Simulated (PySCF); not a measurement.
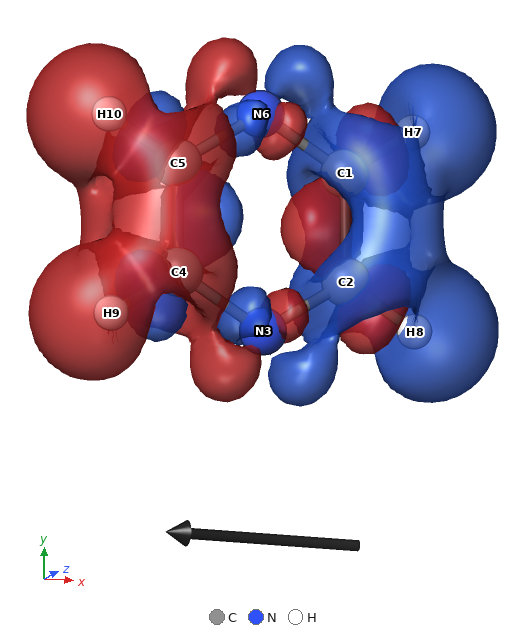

Figure 1: C4H4N2, SMILES `c1cnccn1`. Change of the electron density in a uniform field of 0.26 V/Å along −x (arrow), surfaces at ±0.0015 e/Å³ (blue: gain, red: loss).

Level of theory: PBE/def2-SVPD (PySCF), at a geometry from GFN2-xTB. No frequency check shows the geometry to be a minimum.

Input

```python
import numpy as np
from pyscf import gto, scf, dft
from pyscf.scf import atom_ks, atom_hf
from scipy.linalg import block_diag

def solve(mol, dm0=None, hcore=None):
    mf = (dft.UKS if mol.spin else dft.RKS)(mol, xc='pbe')
    mf.grids.level = 3
    mf = mf.density_fit(auxbasis='def2-universal-jkfit')
    mf.conv_tol, mf.max_cycle = 1e-8, 80
    if hcore is not None:
        mf.get_hcore = lambda *args: hcore
    mf.kernel(dm0)
    if not mf.converged:
        mf = mf.newton().run(mf.mo_coeff, mf.mo_occ, max_cycle=30)
    assert mf.converged, 'SCF not converged'
    return mf

mol = gto.M(atom='''
C      1.12172     0.70663     0.00000
C      1.13647    -0.68266     0.00000
N      0.01601    -1.38591     0.00000
C     -1.12172    -0.70663     0.00000
C     -1.13647     0.68266     0.00000
N     -0.01601     1.38591     0.00000
H      2.03092     1.29201     0.00000
H      2.05788    -1.24862     0.00000
H     -2.03092    -1.29201     0.00000
H     -2.05788     1.24862     0.00000
''', basis='def2-svpd', charge=0, spin=0, verbose=4)
field = np.array([-0.005, -0.0, -0.0])  # atomic units
mol.set_common_orig(mol.atom_charges() @ mol.atom_coords() / mol.atom_charges().sum())
mf = solve(mol)
out = dict(dm0=mf.make_rdm1(), d0=mf.dip_moment(unit='AU'), e0=mf.e_tot)
for name, sign in (('p', 1), ('m', -1)):
    h = mf.get_hcore() + sign * np.einsum('x,xij->ij', field, mol.intor('int1e_r'))
    mi = solve(mol, mf.make_rdm1(), h)
    out.update({'dm' + name: mi.make_rdm1(), 'd' + name: mi.dip_moment(unit='AU'), 'e' + name: mi.e_tot})
# spherically averaged free atoms, for the promolecule
atm = atom_ks.get_atm_nrks(mol, xc='pbe')
pro = block_diag(*[(atm[a[0]][2] * atm[a[0]][3]) @ atm[a[0]][2].T for a in mol._atom])
np.savez('result.npz', pro=pro, **out)
```

Command:

```sh
OMP_NUM_THREADS=1 python input.py
```

The run took 31 s on 1 thread of AMD EPYC 9R14 (Zen 4), on a shared host, peak memory 0.55 GiB.

Partitions, critical points and surface values were worked out afterwards from this run's density.

**How large is the response?**

The induced dipole is 0.94 D (along the field); α along this axis, from the fields in both directions, is 74 bohr³ (11.0 Å³).

**Which atoms gain and lose the most charge?**

Electrons gather most on H7 and H8 alike (Hirshfeld charge changes by −0.012 e) and leave H9 and H10 alike most (+0.012 e); 0.072 electrons are displaced in all.
